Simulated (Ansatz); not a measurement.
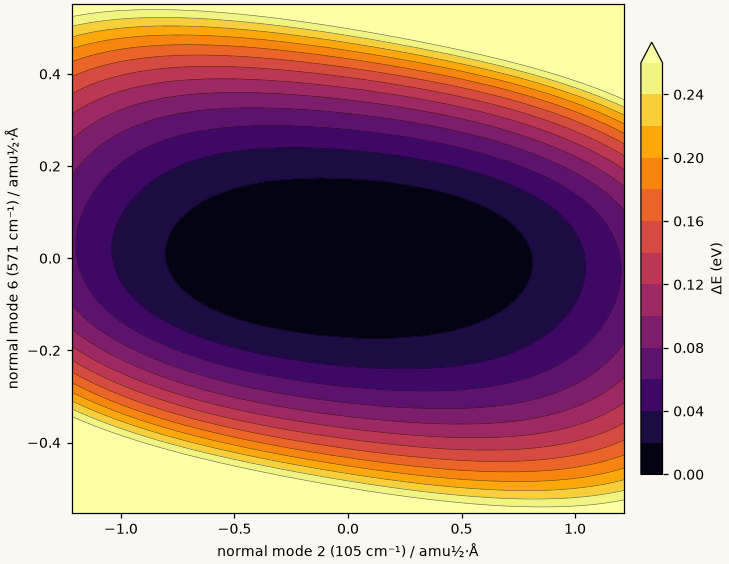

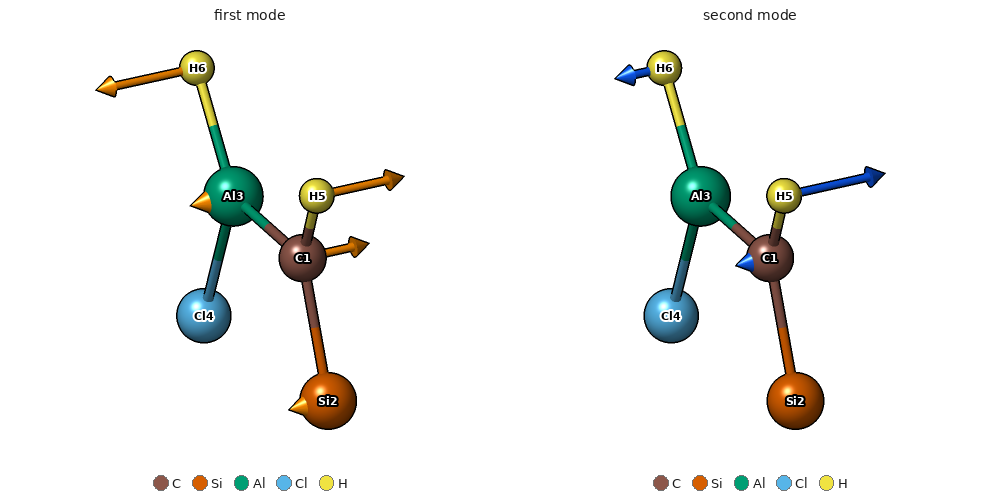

Energy landscape of CH2AlClSi. First axis: normal mode 2 (105 cm⁻¹). Second axis: normal mode 6 (571 cm⁻¹). Nothing is relaxed (straight displacements along the two mass-weighted modes). The grid has 9 × 9 points. All energies are given in eV relative to the lowest grid point. Level of theory: Ansatz 0.2.0, RKS B3LYP-D4/def2-TZVP.

The picture shows filled contours, one colour for all values above the top of the scale. Between grid points the surface is interpolated. The second picture is the structure at the lowest point

**Where are the wells?**

The lowest grid point is at normal mode 2 (105 cm⁻¹) = 0.000 amu½·Å, normal mode 6 (571 cm⁻¹) = 0.000 amu½·Å. No other kind of well shows on this grid. The highest grid point, normal mode 2 (105 cm⁻¹) = −1.217 amu½·Å, normal mode 6 (571 cm⁻¹) = −0.552 amu½·Å, lies 0.635 eV above the lowest.

Each point was launched as `ansatz run input.yaml --threads 1 --pin off --max-ram 2560MiB --backend cpu --events-out ev --progress --plain --runs-dir out`. Time for the 81 points that were run: 14 min on 1 thread of Arm Neoverse V1, on a shared host.
